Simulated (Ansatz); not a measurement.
Run report: TaNH3SOF, geometry relaxation

TaNH3SOF, computed with RKS PBE-D4/def2-SVP (Ansatz 0.2.0).

The geometry: force-field start. Figures and captions count atoms from 1; the log counts them from 0 in places.

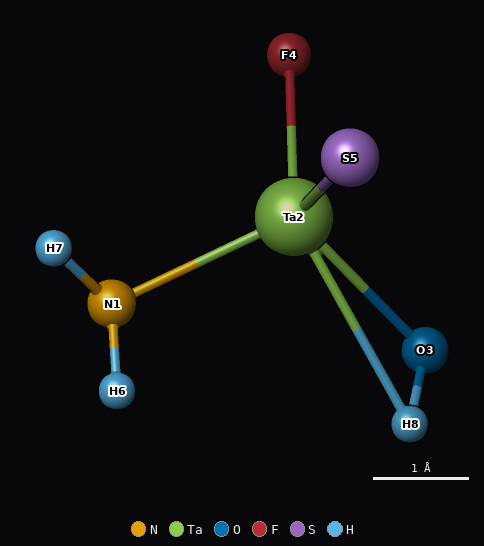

**Figure 1.** The structure as given in the input (ball-and-stick view, seen at a tilt; atoms are numbered from 1 in the order of the input). Sticks mark near contacts.

## The input
```yaml
crystal:
  periodic: [false, false, false]
  atoms:
    - {symbol: N, position_ang: [-0.665200, 1.304000, 0.568300]}
    - {symbol: Ta, position_ang: [0.301400, -0.221600, -0.602200]}
    - {symbol: O, position_ang: [-0.651200, -2.099400, -0.224200]}
    - {symbol: F, position_ang: [0.239300, 0.232000, -2.659800]}
    - {symbol: S, position_ang: [2.360200, -0.309500, -0.045700]}
    - {symbol: H, position_ang: [-0.813000, 1.000200, 1.528800]}
    - {symbol: H, position_ang: [-0.030300, 2.161800, 0.609000]}
    - {symbol: H, position_ang: [-0.649000, -2.124700, 0.770000]}
basis:
  gaussian: {orbitals: def2-SVP}
hamiltonian: {xc: pbe, dispersion: d4}
relax: {f_tol: 0.03, max_steps: 200}
```

Machine: 4 threads of AMD EPYC, 23 GiB of memory available, shared host.

Launch command:
```bash
ansatz run in.yaml --threads 4 --pin off --events-out ev --progress --plain --max-ram 10444MiB
```

## Log
```
Functional definition: PBE
  name "PBE"
  cite "Perdew, Burke & Ernzerhof, Phys. Rev. Lett. 77, 3865 (1996) doi:10.1103/PhysRevLett.77.3865"
  parent pbe
  parameter kappa = 0.804
  parameter beta = 0.06672455060314922
  exchange = pbe_x(kappa = kappa, mu = beta*pi^2/3)
  correlation = pbe_c(beta = beta)
1146 factors; their error is unknown
mean field evaluation 1: about -18658.9772 eV, gradient 9.2e1 eV
mean field evaluation 2: about -18375.1076 eV, gradient 3.1e2 eV
mean field evaluation 4: about -18671.7902 eV, gradient 4.3e1 eV
mean field evaluation 8: about -18676.0407 eV, gradient 1.0e0 eV
mean field evaluation 16: about -18675.9768 eV, gradient 3.5e-3 eV
mean field -18675.97676816 eV, -686.3294871980 hartree, gradient 7.2e-5 eV, S^2 0.000000; 0 other end points of the search recorded, 0 dependent functions left out
the calculation of the forces begins
reference -18675.97683147 eV, -686.3294895248 hartree; 28, 28 occupied and 79, 79 virtual orbitals, 1146 factors
relax step   1: F+E_penalty+E_count = -18676.15637368 eV  Δ(F+E_penalty+E_count) = +0.000e0 eV  max|allowed force component| = 3.953e0 eV/Å  Δτ_max = 0.0000 Å  (31 SCF iters, accepted)
these checks for a lower state are left out or cut short: starts, cluster_reference, orbital_swaps, neighbouring_geometries, increment
1146 factors; their error is unknown
mean field -18677.29309489 eV, -686.3778613133 hartree, gradient 1.6e-5 eV, S^2 0.000000; 0 other end points of the search recorded, 0 dependent functions left out
the calculation of the forces begins
reference -18677.29315684 eV, -686.3778635900 hartree; 28, 28 occupied and 79, 79 virtual orbitals, 1146 factors
relax step   2: F+E_penalty+E_count = -18677.48581319 eV  Δ(F+E_penalty+E_count) = -1.329e0 eV  max|allowed force component| = 1.599e0 eV/Å  Δτ_max = 0.1948 Å  (43 SCF iters, accepted)
these checks for a lower state are left out or cut short: starts, cluster_reference, orbital_swaps, neighbouring_geometries, increment
1146 factors; their error is unknown
mean field evaluation 32: about -18677.4358 eV, gradient 1.7e0 eV
mean field -18677.39793639 eV, -686.3817141675 hartree, gradient 1.9e-5 eV, S^2 0.000000; 0 other end points of the search recorded, 0 dependent functions left out
the calculation of the forces begins
reference -18677.39799859 eV, -686.3817164532 hartree; 28, 28 occupied and 79, 79 virtual orbitals, 1146 factors
relax step   3: F+E_penalty+E_count = -18677.59010101 eV  Δ(F+E_penalty+E_count) = -1.043e-1 eV  max|allowed force component| = 2.547e0 eV/Å  Δτ_max = 0.1948 Å  (36 SCF iters, accepted)
these checks for a lower state are left out or cut short: starts, cluster_reference, orbital_swaps, neighbouring_geometries, increment
1146 factors; their error is unknown
mean field -18677.56686240 eV, -686.3879220838 hartree, gradient 1.5e-5 eV, S^2 0.000000; 0 other end points of the search recorded, 0 dependent functions left out
the calculation of the forces begins
reference -18677.56692432 eV, -686.3879243593 hartree; 28, 28 occupied and 79, 79 virtual orbitals, 1146 factors
relax step   4: F+E_penalty+E_count = -18677.75875330 eV  Δ(F+E_penalty+E_count) = -1.687e-1 eV  max|allowed force component| = 1.226e0 eV/Å  Δτ_max = 0.2000 Å  (38 SCF iters, accepted)
these checks for a lower state are left out or cut short: starts, cluster_reference, orbital_swaps, neighbouring_geometries, increment
1146 factors; their error is unknown
mean field -18677.66213887 eV, -686.3914234295 hartree, gradient 1.5e-5 eV, S^2 0.000000; 0 other end points of the search recorded, 0 dependent functions left out
the calculation of the forces begins
reference -18677.66220104 eV, -686.3914257140 hartree; 28, 28 occupied and 79, 79 virtual orbitals, 1146 factors
relax step   5: F+E_penalty+E_count = -18677.85421400 eV  Δ(F+E_penalty+E_count) = -9.546e-2 eV  max|allowed force component| = 6.516e-1 eV/Å  Δτ_max = 0.2000 Å  (37 SCF iters, accepted)
these checks for a lower state are left out or cut short: starts, cluster_reference, orbital_swaps, neighbouring_geometries, increment
1146 factors; their error is unknown
mean field -18677.73943562 eV, -686.3942640327 hartree, gradient 1.5e-5 eV, S^2 0.000000; 0 other end points of the search recorded, 0 dependent functions left out
the calculation of the forces begins
reference -18677.73949744 eV, -686.3942663045 hartree; 28, 28 occupied and 79, 79 virtual orbitals, 1146 factors
relax step   6: F+E_penalty+E_count = -18677.93086076 eV  Δ(F+E_penalty+E_count) = -7.665e-2 eV  max|allowed force component| = 4.699e-1 eV/Å  Δτ_max = 0.2000 Å  (37 SCF iters, accepted)
these checks for a lower state are left out or cut short: starts, cluster_reference, orbital_swaps, neighbouring_geometries, increment
1146 factors; their error is unknown
mean field evaluation 64: about -18677.8548 eV, gradient 5.0e-1 eV
mean field -18677.79162325 eV, -686.3961818925 hartree, gradient 1.4e-5 eV, S^2 0.000000; 0 other end points of the search recorded, 0 dependent functions left out
the calculation of the forces begins
reference -18677.79168506 eV, -686.3961841640 hartree; 28, 28 occupied and 79, 79 virtual orbitals, 1146 factors
relax step   7: F+E_penalty+E_count = -18677.98322235 eV  Δ(F+E_penalty+E_count) = -5.236e-2 eV  max|allowed force component| = 2.280e-1 eV/Å  Δτ_max = 0.1999 Å  (37 SCF iters, accepted)
these checks for a lower state are left out or cut short: starts, cluster_reference, orbital_swaps, neighbouring_geometries, increment
1146 factors; their error is unknown
mean field -18677.81045452 eV, -686.3968739289 hartree, gradient 1.4e-5 eV, S^2 0.000000; 0 other end points of the search recorded, 0 dependent functions left out
the calculation of the forces begins
reference -18677.81051607 eV, -686.3968761909 hartree; 28, 28 occupied and 79, 79 virtual orbitals, 1146 factors
relax step   8: F+E_penalty+E_count = -18678.00201790 eV  Δ(F+E_penalty+E_count) = -1.880e-2 eV  max|allowed force component| = 1.947e-1 eV/Å  Δτ_max = 0.2000 Å  (38 SCF iters, accepted)
these checks for a lower state are left out or cut short: starts, cluster_reference, orbital_swaps, neighbouring_geometries, increment
1146 factors; their error is unknown
mean field -18677.81229478 eV, -686.3969415573 hartree, gradient 2.6e-5 eV, S^2 0.000000; 0 other end points of the search recorded, 0 dependent functions left out
the calculation of the forces begins
reference -18677.81235630 eV, -686.3969438181 hartree; 28, 28 occupied and 79, 79 virtual orbitals, 1146 factors
relax step   9: F+E_penalty+E_count = -18678.00376767 eV  Δ(F+E_penalty+E_count) = -1.750e-3 eV  max|allowed force component| = 6.806e-2 eV/Å  Δτ_max = 0.0487 Å  (31 SCF iters, accepted)
these checks for a lower state are left out or cut short: starts, cluster_reference, orbital_swaps, neighbouring_geometries, increment
1146 factors; their error is unknown
mean field -18677.81341224 eV, -686.3969826233 hartree, gradient 1.4e-5 eV, S^2 0.000000; 0 other end points of the search recorded, 0 dependent functions left out
the calculation of the forces begins
reference -18677.81347382 eV, -686.3969848864 hartree; 28, 28 occupied and 79, 79 virtual orbitals, 1146 factors
relax step  10: F+E_penalty+E_count = -18678.00493231 eV  Δ(F+E_penalty+E_count) = -1.165e-3 eV  max|allowed force component| = 6.509e-2 eV/Å  Δτ_max = 0.0284 Å  (30 SCF iters, accepted)
these checks for a lower state are left out or cut short: starts, cluster_reference, orbital_swaps, neighbouring_geometries, increment
1146 factors; their error is unknown
mean field evaluation 96: about -18677.8139 eV, gradient 4.8e-5 eV
mean field -18677.81386370 eV, -686.3969992139 hartree, gradient 1.1e-5 eV, S^2 0.000000; 0 other end points of the search recorded, 0 dependent functions left out
the calculation of the forces begins
reference -18677.81392525 eV, -686.3970014761 hartree; 28, 28 occupied and 79, 79 virtual orbitals, 1146 factors
relax step  11: F+E_penalty+E_count = -18678.00533641 eV  Δ(F+E_penalty+E_count) = -4.041e-4 eV  max|allowed force component| = 3.941e-2 eV/Å  Δτ_max = 0.0119 Å  (32 SCF iters, accepted)
these checks for a lower state are left out or cut short: starts, cluster_reference, orbital_swaps, neighbouring_geometries, increment
1146 factors; their error is unknown
mean field -18677.81400287 eV, -686.3970043284 hartree, gradient 1.1e-5 eV, S^2 0.000000; 0 other end points of the search recorded, 0 dependent functions left out
the calculation of the forces begins
reference -18677.81406443 eV, -686.3970065906 hartree; 28, 28 occupied and 79, 79 virtual orbitals, 1146 factors
relax step  12: F+E_penalty+E_count = -18678.00544544 eV  Δ(F+E_penalty+E_count) = -1.090e-4 eV  max|allowed force component| = 1.368e-2 eV/Å  Δτ_max = 0.0091 Å  (33 SCF iters, accepted)
1146 factors; their error is unknown
mean field evaluation 128: about -18677.8140 eV, gradient 1.7e-5 eV
```

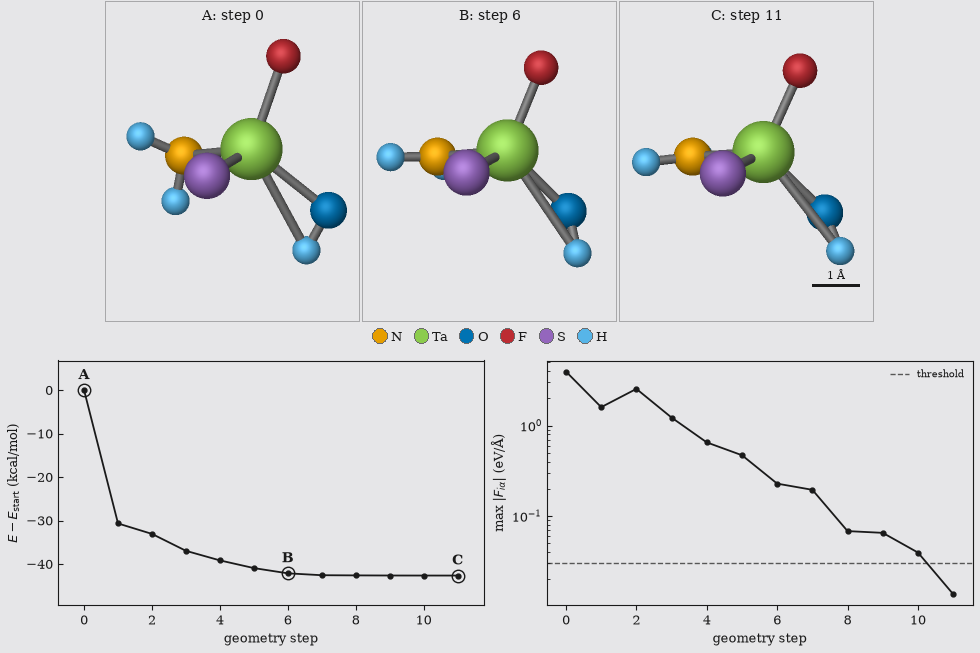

**Figure 2.** Frames of the relaxation (ball-and-stick view, seen at a tilt) above the curves, on which the letters mark them (the first geometry is step 0 here and step 1 in the log).

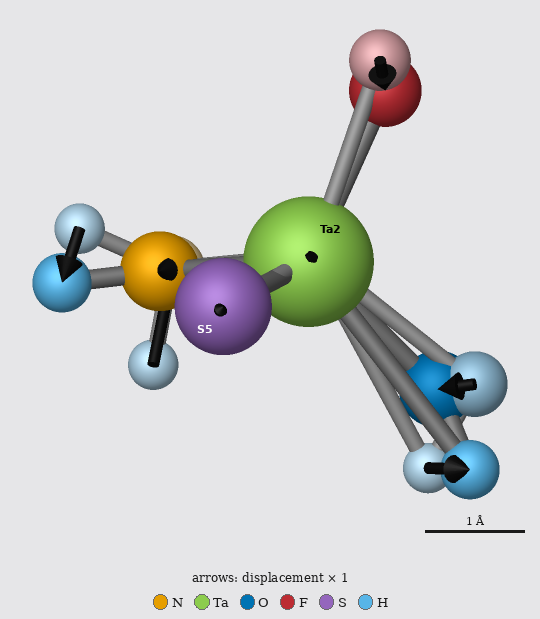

**Figure 3.** Start (faint) and end (solid) with the displacements as black arrows, at true length (ball-and-stick view, seen at a tilt). The two geometries are laid on each other by the best rigid fit. Over 11 geometry steps the energy falls by 42.6 kcal/mol. Largest force component: 4 eV/Å at the start, 0.014 eV/Å at the end. The largest move after the best rigid fit is that of H6, 1.09 Å. Largest moves by element: H 1.09 Å, F 0.45 Å, O 0.40 Å, N 0.30 Å, S 0.10 Å, Ta 0.09 Å. Distances before and after: Ta2–O3 2.139 → 1.907 Å, Ta2–F4 2.108 → 1.901 Å, N1–Ta2 2.152 → 1.972 Å, Ta2–H8 2.531 → 2.671 Å. Among the angles that change: Ta2–O3–H8 101.4° → 133.4°, Ta2–H8–O3 55.9° → 31.3°, N1–Ta2–H8 94.0° → 114.0°. (Atoms are counted from 1 in the order of the input.)

```
mean field -18677.81400287 eV, -686.3970043284 hartree, gradient 1.1e-5 eV, S^2 0.000000; 1 other end points of the search recorded, 0 dependent functions left out
the calculation of the forces begins
reference -18677.81406443 eV, -686.3970065906 hartree; 28, 28 occupied and 79, 79 virtual orbitals, 1146 factors
Total energy: -18678.00550700 eV, -686.4040419753 hartree
Atom 0 at    -0.370803     1.304449     0.575834 Å, force     0.007072     0.010730     0.004731 eV/Å
Atom 1 at     0.265339    -0.208971    -0.517465 Å, force     0.000990    -0.000309     0.004921 eV/Å
Atom 2 at    -0.623969    -1.794371     0.060589 Å, force     0.008873    -0.000560     0.004024 eV/Å
Atom 3 at    -0.110712     0.095818    -2.356151 Å, force     0.001432    -0.000061    -0.000215 eV/Å
Atom 4 at     2.415993    -0.314760    -0.152995 Å, force    -0.001954    -0.000243    -0.003897 eV/Å
Atom 5 at    -1.367353     1.499379     0.732574 Å, force     0.004100     0.000984     0.001144 eV/Å
Atom 6 at     0.205263     1.969099     1.101667 Å, force    -0.013678    -0.013023    -0.007575 eV/Å
Atom 7 at    -0.321559    -2.607843     0.500148 Å, force    -0.006836     0.002482    -0.003134 eV/Å
Dipole moment:    -0.569478     0.017756     0.500404 e Å
```

## Trajectory as extended XYZ (Å, eV, eV/Å), 12 frames, from step=1 to step=12
```
8
Properties=species:S:1:pos:R:3:forces:R:3 step=1 energy=-18676.15637
N    -0.6652    1.3040    0.5683    2.3499  -0.7497  -1.9555
Ta    0.3014   -0.2216   -0.6022   -3.9531  -0.5804  -2.8541
O    -0.6512   -2.0994   -0.2242    1.6271   3.4527   0.3141
F     0.2393    0.2320   -2.6598    0.1502  -0.6919   3.7794
S     2.3602   -0.3095   -0.0457    0.9779  -0.0510   0.4452
H    -0.8130    1.0002    1.5288   -0.2394   0.0318   0.6431
H    -0.0303    2.1618    0.6090   -0.8995  -0.9357   0.1185
H    -0.6490   -2.1247    0.7700   -0.0131  -0.4759  -0.4908
8
Properties=species:S:1:pos:R:3:forces:R:3 step=2 energy=-18677.48581
N    -0.5522    1.2117    0.5112    0.3957   0.5531   0.4007
Ta    0.2034   -0.2320   -0.6687    0.5457   0.2167   1.0203
O    -0.6013   -1.9112   -0.2188   -0.2563   0.0191   1.5990
F     0.2331    0.2152   -2.4872   -0.1494   0.1888  -0.5958
S     2.3097   -0.3158   -0.0384   -0.1921  -0.1195  -0.1065
H    -0.8378    0.9945    1.4917   -0.0311   0.0203  -0.6067
H    -0.0484    2.1363    0.5919   -0.4635  -0.8711  -0.2344
H    -0.6143   -2.1559    0.7625    0.1509  -0.0073  -1.4767
8
Properties=species:S:1:pos:R:3:forces:R:3 step=3 energy=-18677.59010
N    -0.5396    1.2294    0.4857    0.1150   0.3664   0.6584
Ta    0.2409   -0.2169   -0.6263   -0.1141  -0.1785  -0.0096
O    -0.7149   -1.8174   -0.1758    0.7484  -0.8255   2.5472
F     0.1897    0.2454   -2.4561   -0.0397   0.0936  -0.1927
S     2.3413   -0.3814   -0.0259    0.0568  -0.0958   0.0539
H    -0.9266    1.0309    1.4318   -0.0251   0.0473  -0.5507
H    -0.0327    2.1307    0.5803   -0.1671  -0.2827  -0.1148
H    -0.4658   -2.2778    0.7305   -0.5743   0.8752  -2.3918
8
Properties=species:S:1:pos:R:3:forces:R:3 step=4 energy=-18677.75875
N    -0.5071    1.2530    0.4822    0.1492   0.0534   0.3065
Ta    0.2523   -0.2133   -0.6181   -0.0279  -0.2365   0.2850
O    -0.6974   -1.7964   -0.1092    0.4456  -0.3469   1.2258
F     0.1327    0.2535   -2.4437   -0.0141   0.0466  -0.2824
S     2.3667   -0.4147   -0.0565   -0.1209   0.0399  -0.0377
H    -1.0862    1.0717    1.3184   -0.0330   0.0680  -0.3085
H     0.0464    2.1030    0.6649   -0.0740  -0.0571  -0.0077
H    -0.4152   -2.3139    0.7062   -0.3249   0.4327  -1.1809
8
Properties=species:S:1:pos:R:3:forces:R:3 step=5 energy=-18677.85421
N    -0.4686    1.2669    0.4920    0.1505   0.0246   0.2496
Ta    0.2570   -0.2074   -0.6123    0.0640  -0.1058   0.2352
O    -0.6980   -1.7596   -0.0440    0.3125  -0.3293   0.6450
F     0.0956    0.2212   -2.4504   -0.0610   0.0024  -0.1957
S     2.3824   -0.4115   -0.1019   -0.1461   0.0695  -0.0281
H    -1.2220    1.1253    1.1817    0.0103   0.0839  -0.2587
H     0.1142    2.0574    0.7966   -0.0704  -0.0195   0.0043
H    -0.3683   -2.3494    0.6824   -0.2598   0.2742  -0.6516
8
Properties=species:S:1:pos:R:3:forces:R:3 step=6 energy=-18677.93086
N    -0.4077    1.2646    0.5385   -0.1758  -0.0015   0.2089
Ta    0.2718   -0.2163   -0.5840    0.1355   0.0409   0.1953
O    -0.6658   -1.7782   -0.0131    0.1855  -0.2771   0.4209
F     0.0418    0.1996   -2.4246   -0.0724  -0.0557  -0.0279
S     2.4176   -0.3630   -0.1492   -0.1999   0.0384  -0.0282
H    -1.3137    1.2331    1.0404    0.2845   0.0501  -0.3110
H     0.1471    2.0575    0.8831   -0.0279  -0.0941   0.0119
H    -0.3990   -2.4545    0.6531   -0.1294   0.2990  -0.4699
8
Properties=species:S:1:pos:R:3:forces:R:3 step=7 energy=-18677.98322
N    -0.3843    1.2747    0.5600   -0.1385   0.0152   0.0850
Ta    0.2719   -0.2115   -0.5605    0.0821   0.0440   0.0355
O    -0.6496   -1.7774    0.0212    0.0855  -0.1160   0.1268
F    -0.0225    0.1525   -2.4048   -0.0657  -0.0380   0.0217
S     2.4212   -0.3295   -0.1681   -0.0938   0.0106   0.0153
H    -1.3632    1.3449    0.8823    0.2280   0.0343  -0.1344
H     0.1896    1.9974    1.0073   -0.0452  -0.0353   0.0107
H    -0.3709   -2.5083    0.6069   -0.0524   0.0852  -0.1606
8
Properties=species:S:1:pos:R:3:forces:R:3 step=8 energy=-18678.00202
N    -0.3658    1.2883    0.5692   -0.0746   0.0411   0.0132
Ta    0.2755   -0.2056   -0.5474   -0.1310  -0.0769   0.1947
O    -0.6302   -1.7804    0.0517    0.1089   0.0494  -0.0396
F    -0.1107    0.1083   -2.3814    0.0060   0.0059  -0.0526
S     2.4219   -0.3098   -0.1603    0.0136  -0.0105  -0.0196
H    -1.3680    1.4691    0.7255    0.1154  -0.0120  -0.0236
H     0.2000    1.9316    1.1322   -0.0201  -0.0215  -0.0363
H    -0.3304   -2.5586    0.5546   -0.0182   0.0245  -0.0363
8
Properties=species:S:1:pos:R:3:forces:R:3 step=9 energy=-18678.00377
N    -0.3763    1.2982    0.5735    0.0358   0.0628   0.0397
Ta    0.2587   -0.2076   -0.5338    0.0272  -0.0640   0.0681
O    -0.6206   -1.8014    0.0472    0.0408   0.0629  -0.0105
F    -0.1039    0.0943   -2.3763   -0.0146   0.0051   0.0192
S     2.4084   -0.3046   -0.1540   -0.0526  -0.0026  -0.0122
H    -1.3671    1.5167    0.7358    0.0000  -0.0377  -0.0284
H     0.2116    1.9371    1.1205   -0.0278  -0.0434  -0.0489
H    -0.3186   -2.5899    0.5313   -0.0088   0.0169  -0.0270
8
Properties=species:S:1:pos:R:3:forces:R:3 step=10 energy=-18678.00493
N    -0.3732    1.2986    0.5769    0.0158  -0.0429  -0.0503
Ta    0.2662   -0.2092   -0.5215   -0.0477  -0.0193  -0.0046
O    -0.6220   -1.7969    0.0538    0.0187  -0.0058   0.0150
F    -0.1133    0.1042   -2.3584    0.0099  -0.0074   0.0042
S     2.4152   -0.3182   -0.1526    0.0193   0.0076  -0.0003
H    -1.3666    1.5048    0.7286   -0.0651  -0.0080   0.0007
H     0.2038    1.9581    1.1029    0.0628   0.0611   0.0553
H    -0.3180   -2.5985    0.5145   -0.0137   0.0147  -0.0199
8
Properties=species:S:1:pos:R:3:forces:R:3 step=11 energy=-18678.00534
N    -0.3701    1.3049    0.5734   -0.0209   0.0156   0.0255
Ta    0.2661   -0.2094   -0.5174   -0.0145   0.0141  -0.0394
O    -0.6241   -1.7947    0.0584    0.0125  -0.0269   0.0258
F    -0.1132    0.0967   -2.3554    0.0053  -0.0025   0.0054
S     2.4164   -0.3136   -0.1546    0.0176  -0.0051   0.0050
H    -1.3676    1.5007    0.7268    0.0307  -0.0002  -0.0002
H     0.2054    1.9628    1.1082   -0.0167  -0.0059  -0.0100
H    -0.3208   -2.6046    0.5046   -0.0141   0.0109  -0.0120
8
Properties=species:S:1:pos:R:3:forces:R:3 step=12 energy=-18678.00544
N    -0.3708    1.3044    0.5758    0.0071   0.0107   0.0047
Ta    0.2653   -0.2090   -0.5175    0.0010  -0.0003   0.0049
O    -0.6240   -1.7944    0.0606    0.0089  -0.0006   0.0040
F    -0.1107    0.0958   -2.3562    0.0014  -0.0001  -0.0002
S     2.4160   -0.3148   -0.1530   -0.0020  -0.0002  -0.0039
H    -1.3674    1.4994    0.7326    0.0041   0.0010   0.0011
H     0.2053    1.9691    1.1017   -0.0137  -0.0130  -0.0076
H    -0.3216   -2.6078    0.5001   -0.0068   0.0025  -0.0031
```

## Results in brief

```csv
quantity,value
outcome,converged
total energy,−18678.0055 eV
mean-field energy,−18677.8141 eV
dispersion energy,−0.1914 eV
SCF solution under orbital rotations,stable
largest force (length of the vector) at the end,0.020 eV/Å
dipole moment,3.64 D
wall time,18 s (CPU time 58 s)
peak memory,0.21 GiB
```
